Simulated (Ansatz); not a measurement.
**Ge (diamond structure), cut as (110) film, 18 layers, monofluoride, biaxial strain +4 %, F-ended**

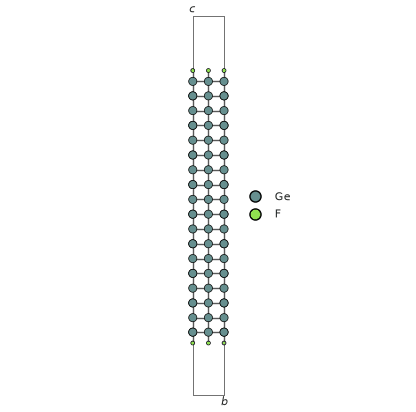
Figure. Final geometry, one periodic cell

Method: PBE (plane waves to 420 eV, PAW; Ansatz, a first-principles code).

- change of bonding against the cut = none
- number of neighbours within 3.029 Å (ending not counted) = 3 for 4 atoms, 4 for 32 atoms
- mean Ge-Ge distance (least to greatest) = 2.546 Å (2.515 to 2.574)
